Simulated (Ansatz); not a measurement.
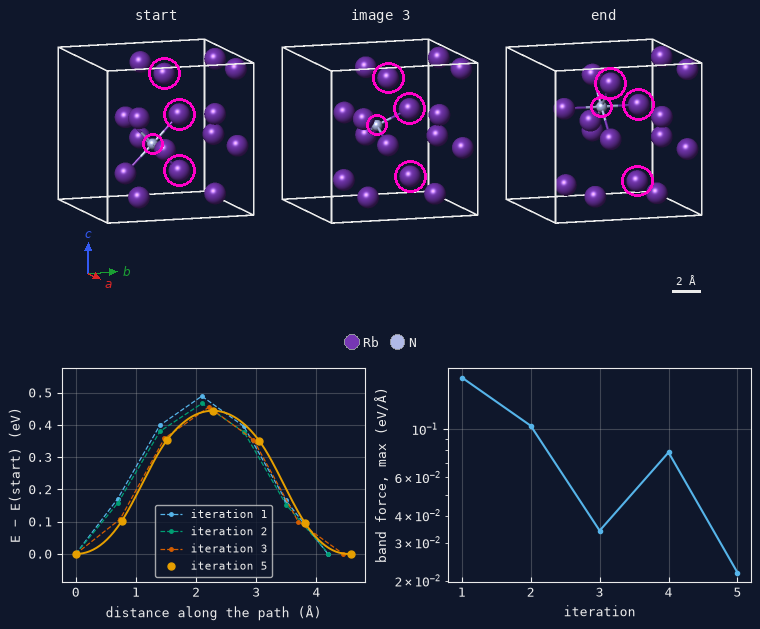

NEB run on Rb with an interstitial N (17 atoms in the cell). Images are numbered from 0 (start) to 6 (end). The plot follows the band through its iterations. The picture is a ball-and-stick view of the simulation cell (origin moved), seen slightly off an axis. The atoms that move most are ringed. Bonds to atoms that aren't drawn are left out.

Computed with DFT PBE, scalar-relativistic, plane waves, PAW (Ansatz).

The input:
```yaml
crystal:
  lattice:
    - [11.18, 0.0, 0.0]
    - [0.0, 11.18, 0.0]
    - [0.0, 0.0, 11.18]
  atoms:
    - { symbol: Rb, position: [-0.00014706, -0.07334016, -0.06418317] }
    - { symbol: Rb, position: [0.49991914, 0.00332028, 0.01192227] }
    - { symbol: Rb, position: [-0.00013807, 0.55885019, -0.0652294] }
    - { symbol: Rb, position: [-0.00014851, -0.07233213, 0.5643491] }
    - { symbol: Rb, position: [0.21174698, 0.24276959, 0.25020866] }
    - { symbol: Rb, position: [0.49989919, 0.48213887, 0.01085236] }
    - { symbol: Rb, position: [0.49991853, 0.00324329, 0.4886992] }
    - { symbol: Rb, position: [0.78805409, 0.24277227, 0.2502086] }
    - { symbol: Rb, position: [-0.00014016, 0.5579377, 0.56566448] }
    - { symbol: Rb, position: [0.24434064, 0.74211945, 0.25030983] }
    - { symbol: Rb, position: [0.24514859, 0.2421574, 0.75023689] }
    - { symbol: Rb, position: [0.49989864, 0.48218443, 0.48973524] }
    - { symbol: Rb, position: [0.75546668, 0.7420973, 0.25030921] }
    - { symbol: Rb, position: [0.7546839, 0.24219824, 0.75023669] }
    - { symbol: Rb, position: [0.25553168, 0.74315357, 0.75065491] }
    - { symbol: Rb, position: [0.74445363, 0.74316225, 0.75065208] }
    - { symbol: "N", position: [-5.278e-05, 0.74366457, 0.75000594] }
basis:
  ecutwfc: 420.0
kpoints:
  mp_grid: { grid: [2, 2, 2] }
hamiltonian:
  xc: pbe
scf:
  occupations: { method: fermi_dirac, width: 0.1 }
  lower_state_search: "off"
neb:
  images: 5
  f_tol: 0.05
  initial_path: linear
  max_iterations: 53
  final_atoms:
    - { symbol: Rb, position: [-0.00027133, 0.00566868, -0.00609727] }
    - { symbol: Rb, position: [0.49972656, -0.0046162, -0.0063852] }
    - { symbol: Rb, position: [-0.00026332, 0.49468328, -0.0061242] }
    - { symbol: Rb, position: [-0.00029298, -0.0052394, 0.49226127] }
    - { symbol: Rb, position: [0.26129406, 0.25030583, 0.25462299] }
    - { symbol: Rb, position: [0.49971388, 0.50536976, -0.00613833] }
    - { symbol: Rb, position: [0.49972522, -0.03894739, 0.49208742] }
    - { symbol: Rb, position: [0.73816084, 0.25031842, 0.25461445] }
    - { symbol: Rb, position: [-0.00027639, 0.50607079, 0.4921325] }
    - { symbol: Rb, position: [0.18349931, 0.75051139, 0.17677049] }
    - { symbol: Rb, position: [0.26127496, 0.25049316, 0.73061719] }
    - { symbol: Rb, position: [0.4997159, 0.53970877, 0.49186295] }
    - { symbol: Rb, position: [0.81603217, 0.75052611, 0.17683769] }
    - { symbol: Rb, position: [0.73816322, 0.25049354, 0.73060253] }
    - { symbol: Rb, position: [0.18481871, 0.75034886, 0.80874806] }
    - { symbol: Rb, position: [0.81443428, 0.75035242, 0.80875323] }
    - { symbol: "N", position: [-0.00022214, 0.7502625, 0.99350218] }
  order_check: true
```

Command:
```bash
ansatz run input.yaml --threads 4 --pin off --max-ram 10240MiB --backend cpu --events-out ev --progress --plain --runs-dir out
```

Question: How did the profile develop, and is the result final?

Answer: The result is final at these settings. The band converged in 5 iterations. The largest component of the band force went from 0.17 to 0.022 eV/Å. The climbing image converged on the top of the path. A check of its curvatures found one unstable direction (−0.31 eV/Å²), as a transition state must have. The first iteration put the highest image at 0.49 eV. The two ends have nearly the same energy, and the highest point, image 3, lies 0.44 eV above the start.

Limits of the set-up: the cell has an odd number of electrons but was run without spin polarisation.
